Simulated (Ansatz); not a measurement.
# Fields on a plane of LiTaO3 (LiNbO3 type, space group R3c)

```
LiTaO3
1.0
    2.56950     1.48350     4.58828
   -2.56950     1.48350     4.58828
    0.00000    -2.96700     4.58828
Li Ta O
2 2 6
Direct
  0.70537   0.70537   0.70537
  0.20537   0.20537   0.20537
  0.98855   0.98855   0.98855
  0.48855   0.48855   0.48855
  0.62306   0.87031   0.26242
  0.87031   0.26242   0.62306
  0.26242   0.62306   0.87031
  0.76242   0.37031   0.12306
  0.37031   0.12306   0.76242
  0.12306   0.76242   0.37031
```

The slice is a (-1 1 0 4) plane (indices of the conventional cell) through the point (0.123, 0.762, 0.370) (fractional), spanned by u = [1 0 -1] and v = [1 -1 1] in vectors of this cell: u (5.14 Å) and v (7.50 Å, at 90° to u). It covers one period; positions are fractions (u, v).

Atoms on it: Ta at (0.12, 0.74), 0.2 Å off the plane; Ta at (0.12, 0.24), 0.2 Å off the plane; O at (0.25, 0.50); O at (0.00, 0.00). Other atoms lie within 1 Å of the plane.

Calculation: PBEsol (plane waves to 420 eV, PAW, scalar-relativistic; Ansatz, a quantum-chemistry and plane-wave program). k mesh 8×8×8. Inside the PAW spheres the values are not all-electron values, and peaks at nuclei hang on which shells count as valence. LiTaO3 is run without spin polarisation. LiTaO3 was relaxed with its symmetry unable to fall. Spin-orbit coupling is left out, though Ta is heavy. The PAW data are Ansatz's earlier set.

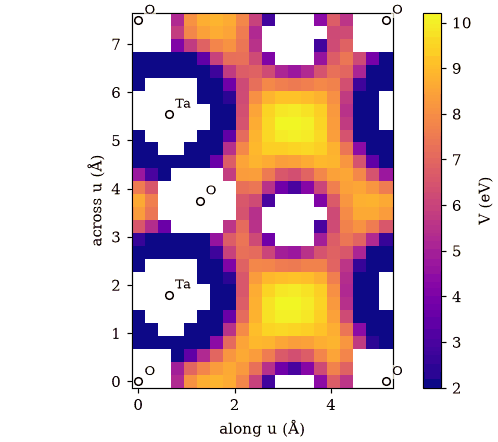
Electrostatic potential energy of an electron, from the cell's mean, in eV, one period of the plane, atoms marked. Points within 0.8 Å of a nucleus are left white, as the pseudised field means little there. Values under 2 eV are set to 2. The zero, the cell's mean, hangs on the PAW cores.

```
|..**++::                        ::++++|
|..--::..                          ..::|
|                                      |
|                                      |
|                                      |
|                                      |
|                                      |
|                                      |
|                                      |
|                                      |
|                                      |
|    ..::....--::                      |
|    ::**--::##++..                    |
|  ..--@@==..@@**::                    |
|    --##==::**==..                    |
|    ..::::..::..                      |
|                                      |
|                                      |
|                                      |
|                                      |
|                                      |
|                                      |
|                                      |
|                                      |
|                                      |
|..::::..                        ..::::|
|..==++::                        ::****|
|  ####::                      ..--%%%%|
```
Scale: ten equal steps from 0.000 (start of ' ') to 0.112 (end of '@'), in the order ' .:-=+*#%@'. Values: density of the highest valence band (whole band, smooth part) in e/Å³. The map has 19 points along u (two characters each, u = 0 at the left) and 28 along v (v = 0 in the bottom row). 

Element round which the density of the highest valence band (whole band, smooth part) is largest on this plane: O. Element round which the density of the lowest conduction band (whole band as if filled, smooth part) is largest on this plane: Ta.
